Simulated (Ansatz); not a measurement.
Molecular dynamics, with input and output: CH$_{8}$AlP (part 1 of 4)

The run: molecular dynamics of CH$_{8}$AlP. Method and program: RKS PBE0-D4/6-31G* (Ansatz 0.2.0).

It belongs to a series of runs on one base structure; here: dynamics from the highest image of the converged band. Figures and captions count atoms from 1; the log counts them from 0 in places.

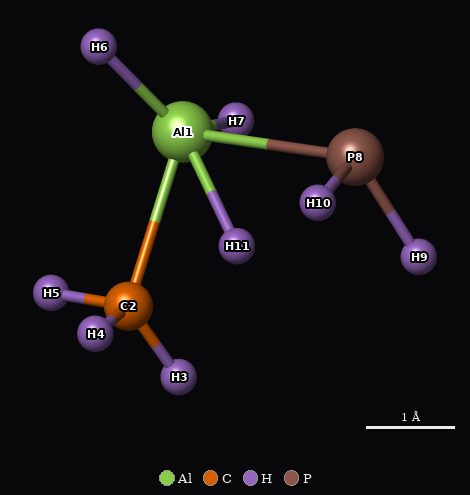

Figure 1. The input geometry (ball-and-stick view, seen at a tilt; atoms are numbered from 1 in the order of the input). Sticks mark near contacts. Bond lengths as drawn: Al–C 2.12 Å, Al–H 1.59 to 1.72 Å, Al–P 2.50 Å, C–H 1.09 to 1.10 Å and H–P 1.42 Å.

Summary

```tsv
quantity	value
outcome	finished
mean temperature over the second half	781 K
trajectory	173 steps, 86.5 fs
ensemble	nve
temperature in the input	100.0 K
time step	0.5 fs
potential energy (last step)	−17042.8895 eV
mean-field energy (last step)	−17042.7416 eV
largest force (length of the vector) (last step)	2.335 eV/Å
hardware	1 thread of Intel Xeon @ 2.50GHz (Skylake/Cascade Lake), 32 GiB of memory available, shared host
wall time	13 min
peak memory	0.15 GiB
```

Remarks

So short a trajectory is not equilibrated.

Input file
```yaml
crystal:
  periodic: [false, false, false]
  atoms:
    - { symbol: Al, position_ang: [0.077731, -0.162323, 0.131746] }
    - { symbol: C, position_ang: [-0.111951, -0.11056, 2.238257] }
    - { symbol: H, position_ang: [-1.076483, -0.359353, 2.690439] }
    - { symbol: H, position_ang: [0.700742, -0.471196, 2.875851] }
    - { symbol: H, position_ang: [-0.039309, 0.990356, 2.239987] }
    - { symbol: H, position_ang: [1.57131, 0.187653, -0.268777] }
    - { symbol: H, position_ang: [-1.28988, 0.301435, -0.522335] }
    - { symbol: P, position_ang: [-0.01673, -2.655368, 0.094343] }
    - { symbol: H, position_ang: [-1.162391, -3.086427, 0.811156] }
    - { symbol: H, position_ang: [0.943291, -3.172228, 1.001481] }
    - { symbol: H, position_ang: [-0.077526, -1.374491, 1.343052] }
basis:
  gaussian: { orbitals: "6-31G*" }
hamiltonian:
  xc: pbe0
  dispersion: d4
md:
  timestep: 0.5
  n_steps: 173
  ensemble: nve
  temperature: 100.0
  initial_velocities: maxwell_boltzmann
  seed: 8833
```

Launched with:
```bash
ansatz run input.yaml --threads 1 --pin off --max-ram 2048MiB --backend cpu --events-out ev --progress --plain --runs-dir out
```

What the program printed
```
Engine: ansatz 0.2.0, x86_64-unknown-linux-gnu
Functional definition: PBE0
  parameter a = 0.25
  parameter kappa = 0.804
  parameter beta = 0.06672455060314922
  exchange = (1 - a)*pbe_x(kappa = kappa, mu = beta*pi^2/3) + a*exact_x
  correlation = pbe_c(beta = beta)
780 factors; integrals over basis functions are off by at most 5.8e-4 eV
mean field evaluation 1: about -17038.6196 eV, gradient 3.8e1 eV
mean field evaluation 2: about -17036.3646 eV, gradient 4.5e1 eV
mean field evaluation 4: about -17042.1022 eV, gradient 1.6e0 eV
mean field evaluation 8: about -17042.1219 eV, gradient 2.0e-2 eV
mean field -17042.12193021 eV, -626.2864293701 hartree, gradient 4.8e-5 eV, S^2 0.000000; 0 other end points of the search recorded, 0 dependent functions left out
the calculation of the forces begins
reference -17042.12196236 eV, -626.2864305516 hartree; 21, 21 occupied and 48, 48 virtual orbitals, 780 factors
md step     0: t =     0.00 fs  T =   100.0 K  F+E_penalty+E_count = -17042.30147312 eV  E_kin = 0.116334 eV  conserved = -17042.18513912 eV  (23 SCF iters)
these checks for a lower state are left out or cut short: starts, cluster_reference, orbital_swaps, neighbouring_geometries, increment
780 factors; integrals over basis functions are off by at most 5.8e-4 eV
mean field evaluation 16: about -17042.1083 eV, gradient 4.9e-1 eV
mean field -17042.12014361 eV, -626.2863637137 hartree, gradient 7.3e-6 eV, S^2 0.000000; 0 other end points of the search recorded, 0 dependent functions left out
the calculation of the forces begins
reference -17042.12017576 eV, -626.2863648953 hartree; 21, 21 occupied and 48, 48 virtual orbitals, 780 factors
md step     1: t =     0.50 fs  T =    98.4 K  F+E_penalty+E_count = -17042.29956115 eV  E_kin = 0.114463 eV  conserved = -17042.18509841 eV  (22 SCF iters)
[... from here on the SCF iterations and repeated set-up lines of each step are left out, up to the last step ...]
md step     2: t =     1.00 fs  T =    94.0 K  F+E_penalty+E_count = -17042.29437716 eV  E_kin = 0.109373 eV  conserved = -17042.18500420 eV  (21 SCF iters)
md step     3: t =     1.50 fs  T =    88.1 K  F+E_penalty+E_count = -17042.28737887 eV  E_kin = 0.102492 eV  conserved = -17042.18488648 eV  (21 SCF iters)
md step     4: t =     2.00 fs  T =    82.2 K  F+E_penalty+E_count = -17042.28041320 eV  E_kin = 0.095637 eV  conserved = -17042.18477639 eV  (22 SCF iters)
md step     5: t =     2.50 fs  T =    77.8 K  F+E_penalty+E_count = -17042.27521291 eV  E_kin = 0.090512 eV  conserved = -17042.18470090 eV  (21 SCF iters)
md step     6: t =     3.00 fs  T =    75.9 K  F+E_penalty+E_count = -17042.27297136 eV  E_kin = 0.088295 eV  conserved = -17042.18467603 eV  (22 SCF iters)
md step     7: t =     3.50 fs  T =    76.8 K  F+E_penalty+E_count = -17042.27408502 eV  E_kin = 0.089380 eV  conserved = -17042.18470498 eV  (21 SCF iters)
md step     8: t =     4.00 fs  T =    80.2 K  F+E_penalty+E_count = -17042.27810186 eV  E_kin = 0.093324 eV  conserved = -17042.18477771 eV  (22 SCF iters)
md step     9: t =     4.50 fs  T =    85.1 K  F+E_penalty+E_count = -17042.28388281 eV  E_kin = 0.099010 eV  conserved = -17042.18487287 eV  (22 SCF iters)
md step    10: t =     5.00 fs  T =    90.2 K  F+E_penalty+E_count = -17042.28994710 eV  E_kin = 0.104986 eV  conserved = -17042.18496093 eV  (23 SCF iters)
md step    11: t =     5.50 fs  T =    94.5 K  F+E_penalty+E_count = -17042.29493866 eV  E_kin = 0.109927 eV  conserved = -17042.18501183 eV  (22 SCF iters)
md step    12: t =     6.00 fs  T =    97.2 K  F+E_penalty+E_count = -17042.29810048 eV  E_kin = 0.113097 eV  conserved = -17042.18500307 eV  (23 SCF iters)
md step    13: t =     6.50 fs  T =    98.6 K  F+E_penalty+E_count = -17042.29961684 eV  E_kin = 0.114686 eV  conserved = -17042.18493035 eV  (22 SCF iters)
md step    14: t =     7.00 fs  T =    99.6 K  F+E_penalty+E_count = -17042.30067414 eV  E_kin = 0.115862 eV  conserved = -17042.18481169 eV  (22 SCF iters)
md step    15: t =     7.50 fs  T =   101.8 K  F+E_penalty+E_count = -17042.30316523 eV  E_kin = 0.118479 eV  conserved = -17042.18468598 eV  (22 SCF iters)
md step    16: t =     8.00 fs  T =   107.0 K  F+E_penalty+E_count = -17042.30908272 eV  E_kin = 0.124483 eV  conserved = -17042.18459940 eV  (22 SCF iters)
md step    17: t =     8.50 fs  T =   116.2 K  F+E_penalty+E_count = -17042.31980810 eV  E_kin = 0.135221 eV  conserved = -17042.18458683 eV  (22 SCF iters)
md step    18: t =     9.00 fs  T =   129.7 K  F+E_penalty+E_count = -17042.33558422 eV  E_kin = 0.150929 eV  conserved = -17042.18465476 eV  (22 SCF iters)
md step    19: t =     9.50 fs  T =   146.7 K  F+E_penalty+E_count = -17042.35541088 eV  E_kin = 0.170630 eV  conserved = -17042.18478068 eV  (26 SCF iters)
md step    20: t =    10.00 fs  T =   165.4 K  F+E_penalty+E_count = -17042.37739799 eV  E_kin = 0.192475 eV  conserved = -17042.18492342 eV  (24 SCF iters)
md step    21: t =    10.50 fs  T =   184.3 K  F+E_penalty+E_count = -17042.39940426 eV  E_kin = 0.214361 eV  conserved = -17042.18504289 eV  (26 SCF iters)
md step    22: t =    11.00 fs  T =   201.6 K  F+E_penalty+E_count = -17042.41966823 eV  E_kin = 0.234552 eV  conserved = -17042.18511578 eV  (26 SCF iters)
md step    23: t =    11.50 fs  T =   216.7 K  F+E_penalty+E_count = -17042.43718799 eV  E_kin = 0.252047 eV  conserved = -17042.18514072 eV  (26 SCF iters)
md step    24: t =    12.00 fs  T =   229.2 K  F+E_penalty+E_count = -17042.45176202 eV  E_kin = 0.266628 eV  conserved = -17042.18513363 eV  (26 SCF iters)
md step    25: t =    12.50 fs  T =   239.5 K  F+E_penalty+E_count = -17042.46376117 eV  E_kin = 0.278645 eV  conserved = -17042.18511588 eV  (26 SCF iters)
md step    26: t =    13.00 fs  T =   248.2 K  F+E_penalty+E_count = -17042.47380108 eV  E_kin = 0.288698 eV  conserved = -17042.18510268 eV  (27 SCF iters)
md step    27: t =    13.50 fs  T =   255.6 K  F+E_penalty+E_count = -17042.48249016 eV  E_kin = 0.297394 eV  conserved = -17042.18509632 eV  (26 SCF iters)
md step    28: t =    14.00 fs  T =   262.4 K  F+E_penalty+E_count = -17042.49036533 eV  E_kin = 0.305280 eV  conserved = -17042.18508534 eV  (27 SCF iters)
md step    29: t =    14.50 fs  T =   269.0 K  F+E_penalty+E_count = -17042.49802746 eV  E_kin = 0.312976 eV  conserved = -17042.18505177 eV  (26 SCF iters)
md step    30: t =    15.00 fs  T =   276.3 K  F+E_penalty+E_count = -17042.50637402 eV  E_kin = 0.321390 eV  conserved = -17042.18498432 eV  (26 SCF iters)
md step    31: t =    15.50 fs  T =   285.3 K  F+E_penalty+E_count = -17042.51674441 eV  E_kin = 0.331856 eV  conserved = -17042.18488791 eV  (26 SCF iters)
md step    32: t =    16.00 fs  T =   297.4 K  F+E_penalty+E_count = -17042.53081493 eV  E_kin = 0.346024 eV  conserved = -17042.18479057 eV  (22 SCF iters)
md step    33: t =    16.50 fs  T =   314.1 K  F+E_penalty+E_count = -17042.55018372 eV  E_kin = 0.365452 eV  conserved = -17042.18473137 eV  (22 SCF iters)
md step    34: t =    17.00 fs  T =   336.2 K  F+E_penalty+E_count = -17042.57580316 eV  E_kin = 0.391063 eV  conserved = -17042.18474039 eV  (22 SCF iters)
md step    35: t =    17.50 fs  T =   363.4 K  F+E_penalty+E_count = -17042.60754736 eV  E_kin = 0.422725 eV  conserved = -17042.18482207 eV  (22 SCF iters, 3 dispersion substeps)
md step    36: t =    18.00 fs  T =   394.7 K  F+E_penalty+E_count = -17042.64414827 eV  E_kin = 0.459193 eV  conserved = -17042.18495508 eV  (22 SCF iters, 3 dispersion substeps)
md step    37: t =    18.50 fs  T =   428.4 K  F+E_penalty+E_count = -17042.68349978 eV  E_kin = 0.498390 eV  conserved = -17042.18510938 eV  (26 SCF iters, 3 dispersion substeps)
md step    38: t =    19.00 fs  T =   462.3 K  F+E_penalty+E_count = -17042.72310531 eV  E_kin = 0.537843 eV  conserved = -17042.18526228 eV  (26 SCF iters, 3 dispersion substeps)
md step    39: t =    19.50 fs  T =   494.3 K  F+E_penalty+E_count = -17042.76043608 eV  E_kin = 0.575035 eV  conserved = -17042.18540078 eV  (26 SCF iters, 3 dispersion substeps)
md step    40: t =    20.00 fs  T =   522.3 K  F+E_penalty+E_count = -17042.79314971 eV  E_kin = 0.607633 eV  conserved = -17042.18551656 eV  (23 SCF iters, 3 dispersion substeps)
md step    41: t =    20.50 fs  T =   544.7 K  F+E_penalty+E_count = -17042.81927124 eV  E_kin = 0.633677 eV  conserved = -17042.18559429 eV  (26 SCF iters, 3 dispersion substeps)
md step    42: t =    21.00 fs  T =   560.3 K  F+E_penalty+E_count = -17042.83746056 eV  E_kin = 0.651848 eV  conserved = -17042.18561300 eV  (26 SCF iters, 3 dispersion substeps)
md step    43: t =    21.50 fs  T =   568.9 K  F+E_penalty+E_count = -17042.84734067 eV  E_kin = 0.661783 eV  conserved = -17042.18555760 eV  (26 SCF iters, 3 dispersion substeps)
md step    44: t =    22.00 fs  T =   571.0 K  F+E_penalty+E_count = -17042.84973608 eV  E_kin = 0.664308 eV  conserved = -17042.18542793 eV  (26 SCF iters, 3 dispersion substeps)
md step    45: t =    22.50 fs  T =   568.6 K  F+E_penalty+E_count = -17042.84667379 eV  E_kin = 0.661432 eV  conserved = -17042.18524192 eV  (26 SCF iters, 3 dispersion substeps)
md step    46: t =    23.00 fs  T =   563.9 K  F+E_penalty+E_count = -17042.84109364 eV  E_kin = 0.656061 eV  conserved = -17042.18503225 eV  (26 SCF iters, 3 dispersion substeps)
md step    47: t =    23.50 fs  T =   560.0 K  F+E_penalty+E_count = -17042.83632780 eV  E_kin = 0.651489 eV  conserved = -17042.18483833 eV  (23 SCF iters, 3 dispersion substeps)
md step    48: t =    24.00 fs  T =   559.4 K  F+E_penalty+E_count = -17042.83547509 eV  E_kin = 0.650779 eV  conserved = -17042.18469645 eV  (22 SCF iters, 3 dispersion substeps)
md step    49: t =    24.50 fs  T =   564.0 K  F+E_penalty+E_count = -17042.84080831 eV  E_kin = 0.656173 eV  conserved = -17042.18463571 eV  (21 SCF iters, 3 dispersion substeps)
md step    50: t =    25.00 fs  T =   574.8 K  F+E_penalty+E_count = -17042.85330935 eV  E_kin = 0.668637 eV  conserved = -17042.18467273 eV  (22 SCF iters, 3 dispersion substeps)
md step    51: t =    25.50 fs  T =   591.1 K  F+E_penalty+E_count = -17042.87240433 eV  E_kin = 0.687594 eV  conserved = -17042.18481015 eV  (22 SCF iters, 3 dispersion substeps)
md step    52: t =    26.00 fs  T =   611.1 K  F+E_penalty+E_count = -17042.89593761 eV  E_kin = 0.710904 eV  conserved = -17042.18503367 eV  (26 SCF iters, 3 dispersion substeps)
md step    53: t =    26.50 fs  T =   631.9 K  F+E_penalty+E_count = -17042.92041856 eV  E_kin = 0.735107 eV  conserved = -17042.18531115 eV  (26 SCF iters, 3 dispersion substeps)
md step    54: t =    27.00 fs  T =   649.8 K  F+E_penalty+E_count = -17042.94155706 eV  E_kin = 0.755965 eV  conserved = -17042.18559255 eV  (26 SCF iters, 3 dispersion substeps)
md step    55: t =    27.50 fs  T =   661.3 K  F+E_penalty+E_count = -17042.95507594 eV  E_kin = 0.769262 eV  conserved = -17042.18581385 eV  (26 SCF iters, 3 dispersion substeps)
md step    56: t =    28.00 fs  T =   663.4 K  F+E_penalty+E_count = -17042.95772294 eV  E_kin = 0.771816 eV  conserved = -17042.18590714 eV  (26 SCF iters, 3 dispersion substeps)
md step    57: t =    28.50 fs  T =   655.4 K  F+E_penalty+E_count = -17042.94830547 eV  E_kin = 0.762484 eV  conserved = -17042.18582189 eV  (26 SCF iters, 3 dispersion substeps)
md step    58: t =    29.00 fs  T =   638.6 K  F+E_penalty+E_count = -17042.92843860 eV  E_kin = 0.742894 eV  conserved = -17042.18554488 eV  (26 SCF iters, 3 dispersion substeps)
md step    59: t =    29.50 fs  T =   616.8 K  F+E_penalty+E_count = -17042.90265330 eV  E_kin = 0.717526 eV  conserved = -17042.18512742 eV  (23 SCF iters, 3 dispersion substeps)
md step    60: t =    30.00 fs  T =   595.6 K  F+E_penalty+E_count = -17042.87754684 eV  E_kin = 0.692863 eV  conserved = -17042.18468357 eV  (26 SCF iters, 3 dispersion substeps)
md step    61: t =    30.50 fs  T =   580.8 K  F+E_penalty+E_count = -17042.85999511 eV  E_kin = 0.675633 eV  conserved = -17042.18436170 eV  (26 SCF iters, 3 dispersion substeps)
md step    62: t =    31.00 fs  T =   576.5 K  F+E_penalty+E_count = -17042.85490468 eV  E_kin = 0.670621 eV  conserved = -17042.18428363 eV  (25 SCF iters, 3 dispersion substeps)
md step    63: t =    31.50 fs  T =   583.6 K  F+E_penalty+E_count = -17042.86341087 eV  E_kin = 0.678928 eV  conserved = -17042.18448290 eV  (25 SCF iters, 3 dispersion substeps)
md step    64: t =    32.00 fs  T =   599.6 K  F+E_penalty+E_count = -17042.88241660 eV  E_kin = 0.697534 eV  conserved = -17042.18488231 eV  (26 SCF iters, 3 dispersion substeps)
md step    65: t =    32.50 fs  T =   619.3 K  F+E_penalty+E_count = -17042.90577336 eV  E_kin = 0.720442 eV  conserved = -17042.18533111 eV  (26 SCF iters, 3 dispersion substeps)
md step    66: t =    33.00 fs  T =   636.8 K  F+E_penalty+E_count = -17042.92654866 eV  E_kin = 0.740869 eV  conserved = -17042.18567942 eV  (26 SCF iters, 3 dispersion substeps)
md step    67: t =    33.50 fs  T =   647.7 K  F+E_penalty+E_count = -17042.93930499 eV  E_kin = 0.753467 eV  conserved = -17042.18583818 eV  (26 SCF iters, 3 dispersion substeps)
md step    68: t =    34.00 fs  T =   649.6 K  F+E_penalty+E_count = -17042.94148367 eV  E_kin = 0.755686 eV  conserved = -17042.18579764 eV  (26 SCF iters, 3 dispersion substeps)
md step    69: t =    34.50 fs  T =   643.0 K  F+E_penalty+E_count = -17042.93359063 eV  E_kin = 0.747980 eV  conserved = -17042.18561019 eV  (26 SCF iters, 3 dispersion substeps)
md step    70: t =    35.00 fs  T =   630.2 K  F+E_penalty+E_count = -17042.91844225 eV  E_kin = 0.733089 eV  conserved = -17042.18535345 eV  (27 SCF iters, 3 dispersion substeps)
md step    71: t =    35.50 fs  T =   614.5 K  F+E_penalty+E_count = -17042.89999107 eV  E_kin = 0.714891 eV  conserved = -17042.18510020 eV  (27 SCF iters, 3 dispersion substeps)
md step    72: t =    36.00 fs  T =   599.4 K  F+E_penalty+E_count = -17042.88219292 eV  E_kin = 0.697291 eV  conserved = -17042.18490177 eV  (27 SCF iters, 3 dispersion substeps)
md step    73: t =    36.50 fs  T =   587.5 K  F+E_penalty+E_count = -17042.86819356 eV  E_kin = 0.683412 eV  conserved = -17042.18478197 eV  (27 SCF iters, 3 dispersion substeps)
md step    74: t =    37.00 fs  T =   580.4 K  F+E_penalty+E_count = -17042.85993849 eV  E_kin = 0.675200 eV  conserved = -17042.18473867 eV  (23 SCF iters, 3 dispersion substeps)
md step    75: t =    37.50 fs  T =   578.9 K  F+E_penalty+E_count = -17042.85818749 eV  E_kin = 0.673437 eV  conserved = -17042.18475035 eV  (23 SCF iters, 3 dispersion substeps)
md step    76: t =    38.00 fs  T =   582.9 K  F+E_penalty+E_count = -17042.86283954 eV  E_kin = 0.678055 eV  conserved = -17042.18478449 eV  (22 SCF iters, 3 dispersion substeps)
md step    77: t =    38.50 fs  T =   591.9 K  F+E_penalty+E_count = -17042.87342714 eV  E_kin = 0.688617 eV  conserved = -17042.18480979 eV  (23 SCF iters, 3 dispersion substeps)
md step    78: t =    39.00 fs  T =   605.8 K  F+E_penalty+E_count = -17042.88959130 eV  E_kin = 0.704782 eV  conserved = -17042.18480919 eV  (26 SCF iters, 3 dispersion substeps)
md step    79: t =    39.50 fs  T =   624.5 K  F+E_penalty+E_count = -17042.91133318 eV  E_kin = 0.726543 eV  conserved = -17042.18479026 eV  (26 SCF iters, 3 dispersion substeps)
md step    80: t =    40.00 fs  T =   648.2 K  F+E_penalty+E_count = -17042.93888731 eV  E_kin = 0.754101 eV  conserved = -17042.18478652 eV  (26 SCF iters, 3 dispersion substeps)
md step    81: t =    40.50 fs  T =   676.8 K  F+E_penalty+E_count = -17042.97220886 eV  E_kin = 0.787365 eV  conserved = -17042.18484423 eV  (26 SCF iters, 3 dispersion substeps)
md step    82: t =    41.00 fs  T =   709.4 K  F+E_penalty+E_count = -17043.01028409 eV  E_kin = 0.825287 eV  conserved = -17042.18499694 eV  (26 SCF iters, 3 dispersion substeps)
md step    83: t =    41.50 fs  T =   743.9 K  F+E_penalty+E_count = -17043.05064632 eV  E_kin = 0.865406 eV  conserved = -17042.18523991 eV  (26 SCF iters, 3 dispersion substeps)
md step    84: t =    42.00 fs  T =   777.0 K  F+E_penalty+E_count = -17043.08947615 eV  E_kin = 0.903957 eV  conserved = -17042.18551944 eV  (26 SCF iters, 3 dispersion substeps)
md step    85: t =    42.50 fs  T =   805.2 K  F+E_penalty+E_count = -17043.12243888 eV  E_kin = 0.936694 eV  conserved = -17042.18574494 eV  (26 SCF iters, 3 dispersion substeps)
md step    86: t =    43.00 fs  T =   825.4 K  F+E_penalty+E_count = -17043.14606703 eV  E_kin = 0.960245 eV  conserved = -17042.18582172 eV  (26 SCF iters, 3 dispersion substeps)
md step    87: t =    43.50 fs  T =   836.8 K  F+E_penalty+E_count = -17043.15919318 eV  E_kin = 0.973503 eV  conserved = -17042.18569022 eV  (26 SCF iters, 3 dispersion substeps)
md step    88: t =    44.00 fs  T =   841.1 K  F+E_penalty+E_count = -17043.16382530 eV  E_kin = 0.978463 eV  conserved = -17042.18536257 eV  (26 SCF iters, 3 dispersion substeps)
md step    89: t =    44.50 fs  T =   842.4 K  F+E_penalty+E_count = -17043.16494474 eV  E_kin = 0.980012 eV  conserved = -17042.18493260 eV  (25 SCF iters, 3 dispersion substeps)
md step    90: t =    45.00 fs  T =   846.3 K  F+E_penalty+E_count = -17043.16907487 eV  E_kin = 0.984524 eV  conserved = -17042.18455040 eV  (25 SCF iters, 3 dispersion substeps)
md step    91: t =    45.50 fs  T =   857.6 K  F+E_penalty+E_count = -17043.18202731 eV  E_kin = 0.997668 eV  conserved = -17042.18435965 eV  (25 SCF iters, 3 dispersion substeps)
md step    92: t =    46.00 fs  T =   878.8 K  F+E_penalty+E_count = -17043.20675280 eV  E_kin = 1.022322 eV  conserved = -17042.18443061 eV  (25 SCF iters, 3 dispersion substeps)
```
